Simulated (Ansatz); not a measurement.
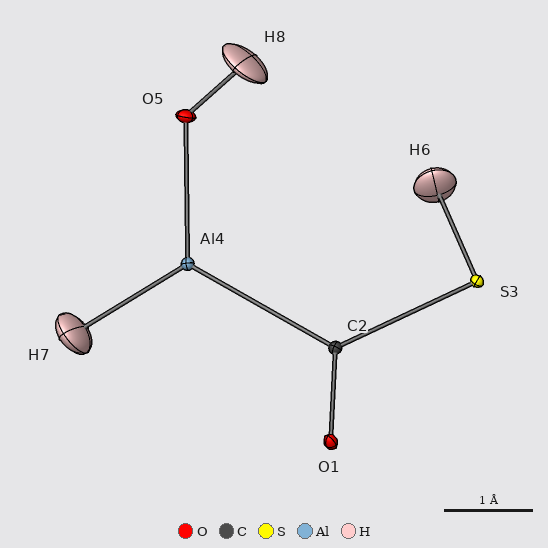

Displacement ellipsoids at the 50 % level, from the internal vibrations of the free molecule (harmonic, no overall translation or rotation; no half-axis is drawn under 0.075 Å). Vibrations computed with RKS PBE0-D4/def2-TZVP (Ansatz 0.2.0). Temperature: 0 K (zero-point motion alone).

Give the displacement parameters, one line for each set of equivalent atoms.

```
atom  U_eq (Å²)   rms amplitudes (Å)
  O1     0.0033  0.038, 0.054, 0.074
  C2     0.0024  0.039, 0.050, 0.057
  S3     0.0013  0.023, 0.026, 0.051
 Al4     0.0018  0.026, 0.037, 0.059
  O5     0.0044  0.032, 0.073, 0.083
  H6     0.0289  0.085, 0.159, 0.233
  H7     0.0396  0.096, 0.171, 0.283
  H8     0.0385  0.078, 0.203, 0.261
```
